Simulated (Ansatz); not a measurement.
**One shape, several levels: BH4O− (SMILES [BH3-]O)**

Aim: a comparison of 4 runs (HF/STO-3G, wB97X/STO-3G, RPA@PBE/STO-3G, CCSD/STO-3G) of BH4O−. 

The calculation is run with Ansatz 0.2.0.

## (1) Starting point

BH4O−: 6 atoms, total charge -1, spin state singlet. As SMILES, `[BH3-]O`. The H3–B1 distance was set to 1.559 Å, away from the relaxed value.

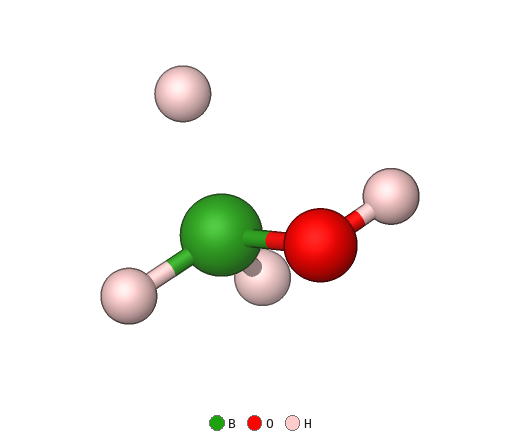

Viewed from a chosen angle; boron green, oxygen red, hydrogen pink.

## (2) A single-point energy at HF/STO-3G (run 1)

The input, molecule.yaml:

```yaml
crystal:
  periodic: [false, false, false]
  atoms:
    - {symbol: B, position_ang: [-0.359039, -0.054466, -0.270587]}
    - {symbol: O, position_ang: [-0.297919, 1.135404, 0.649813]}
    - {symbol: H, position_ang: [1.062740, -0.650510, -0.499740]}
    - {symbol: H, position_ang: [-0.826669, 0.314384, -1.333437]}
    - {symbol: H, position_ang: [-1.073369, -0.953296, 0.214863]}
    - {symbol: H, position_ang: [0.072401, 0.804544, 1.468263]}
basis:
  gaussian: {orbitals: STO-3G}
total_charge: -1
hamiltonian: {xc: hf}
accuracy: high
```

Run with:

```sh
ansatz run molecule.yaml --threads 1 --pin off --max-ram 2610MiB --events-out events.jsonl --progress --plain --runs-dir runs
```

What it wrote:

```text
Warning: RAYON_NUM_THREADS=1 ignored (pool sized by the plan → 1); use --threads N
Functional definition: HF
  name "HF"
  exchange = exact_x
  correlation = 0
229 factors; integrals over basis functions are off by at most 3.9e-8 eV
mean field evaluation 1: about -2729.8434 eV, gradient 1.6e1 eV
mean field evaluation 2: about -2729.9236 eV, gradient 1.6e1 eV
mean field evaluation 4: about -2731.2039 eV, gradient 8.4e-1 eV
mean field evaluation 8: about -2731.2050 eV, gradient 1.7e-4 eV
mean field -2731.20504910 eV, -100.3699342770 hartree, gradient 1.1e-8 eV, S^2 0.000000; 0 other end points of the search recorded, 0 dependent functions left out
reference -2731.20504910 eV, -100.3699342770 hartree; 9, 9 occupied and 5, 5 virtual orbitals, 229 factors
Total energy: -2731.20504910 eV, -100.3699342770 hartree
```

It took 0.06 s on 1 thread of Arm Neoverse V2, shared host.

## (3) The energy at wB97X/STO-3G (run 2)

The input, run.yaml:

```yaml
crystal:
  periodic: [false, false, false]
  atoms:
    - {symbol: B, position_ang: [-0.359039, -0.054466, -0.270587]}
    - {symbol: O, position_ang: [-0.297919, 1.135404, 0.649813]}
    - {symbol: H, position_ang: [1.062740, -0.650510, -0.499740]}
    - {symbol: H, position_ang: [-0.826669, 0.314384, -1.333437]}
    - {symbol: H, position_ang: [-1.073369, -0.953296, 0.214863]}
    - {symbol: H, position_ang: [0.072401, 0.804544, 1.468263]}
basis:
  gaussian: {orbitals: STO-3G}
total_charge: -1
magnetization: {spin_polarized: false}
hamiltonian: {xc: {name: wB97X}}
accuracy: high
```

Run with:

```sh
ansatz run run.yaml --threads 1 --pin off --max-ram 2610MiB --events-out events.jsonl --progress --plain --runs-dir runs
```

What it wrote, shortened:

```text
Warning: RAYON_NUM_THREADS=1 ignored (pool sized by the plan → 1); use --threads N
Functional definition: wB97X
  name "wB97X"
[...]
      + exact_x_lr(omega)
[...]
      + integral(e_c_pw_opposite_spin*poly(b97_u_opposite, 1, cos1, cos2, cos3, cos4))
229 factors; integrals over basis functions are off by at most 3.9e-8 eV
136 factors; integrals over basis functions are off by at most 8.6e-10 eV
[...]
mean field -2747.23521097 eV, -100.9590318602 hartree, gradient 4.5e-8 eV, S^2 0.000000; 0 other end points of the search recorded, 0 dependent functions left out
reference -2747.23520935 eV, -100.9590318006 hartree; 9, 9 occupied and 5, 5 virtual orbitals, 229 factors
Total energy: -2747.23520935 eV, -100.9590318006 hartree
```

Wall time 3 s (1 thread of Arm Neoverse V2, shared host); peak memory 0.21 GiB.

Run 3 isn't shown in full; the table further down has it.

## (4) A single-point energy at CCSD/STO-3G (run 4)

The input, input.yaml:

```yaml
crystal:
  periodic: [false, false, false]
  atoms:
    - {symbol: B, position_ang: [-0.359039, -0.054466, -0.270587]}
    - {symbol: O, position_ang: [-0.297919, 1.135404, 0.649813]}
    - {symbol: H, position_ang: [1.062740, -0.650510, -0.499740]}
    - {symbol: H, position_ang: [-0.826669, 0.314384, -1.333437]}
    - {symbol: H, position_ang: [-1.073369, -0.953296, 0.214863]}
    - {symbol: H, position_ang: [0.072401, 0.804544, 1.468263]}
basis:
  gaussian: {orbitals: STO-3G}
total_charge: -1
correlation: {method: ccsd, frozen_orbitals: {B: 1, H: 0, O: 1}}
accuracy: high
scf: {omitted_lower_state_checks: [cluster_reference, increment]}
```

Run with:

```sh
ansatz run input.yaml --threads 1 --pin off --max-ram 2610MiB --events-out events.jsonl --progress --plain --runs-dir runs
```

What it wrote, shortened:

```text
Warning: RAYON_NUM_THREADS=1 ignored (pool sized by the plan → 1); use --threads N
[... 2 set-up lines as earlier in the session ...]
[...]
229 factors; integrals over basis functions are off by at most 3.9e-8 eV
[...]
mean field -2731.20504910 eV, -100.3699342770 hartree, gradient 1.1e-8 eV, S^2 0.000000; 0 other end points of the search recorded, 0 dependent functions left out
2 core orbitals not correlated: weight in the atoms' cores, before any rotation towards them, 1.000 or more for the frozen orbitals, at most 0.000 for the correlated occupied ones
reference -2731.20504910 eV, -100.3699342770 hartree; 7, 7 occupied and 5, 5 virtual orbitals, 229 factors
second order -2.24628316 eV of doubles, -0.00000000 eV of singles
cycle   1  -2.78752710 eV  change   -5.4e-1 eV  update   6.1e-2
[...]
cycle  18  -3.08372841 eV  change   2.0e-10 eV  update  6.0e-10
Total energy: -2734.28877751 eV, -100.4832592060 hartree
Checks for a lower state left out: cluster_reference, increment
```

Wall time 0.1 s (1 thread of Arm Neoverse V2, shared host).

## (5) The series

| run | level | frozen core orbitals | energy (Eh) | wall time |
| --- | --- | --- | --- | --- |
| 1 | HF/STO-3G | – | -100.369934 | 0.06 s |
| 2 | wB97X/STO-3G | – | -100.959032 | 3 s |
| 3 | RPA@PBE/STO-3G | 2 | -100.545879 | 1 s |
| 4 | CCSD/STO-3G | 2 | -100.483259 | 0.1 s |

## (6) Results

```
                                          quantity          value
                               run 4: total energy  -100.48326 Eh
run 4: correlation energy (2 core orbitals frozen)     -113.3 mEh
                              run 4: T1 diagnostic          0.008
```

What this shows: In runs 1, 2, 3, 4 the basis is minimal, so the values are rough. All runs together took 4.1 s, the longest 3 s.
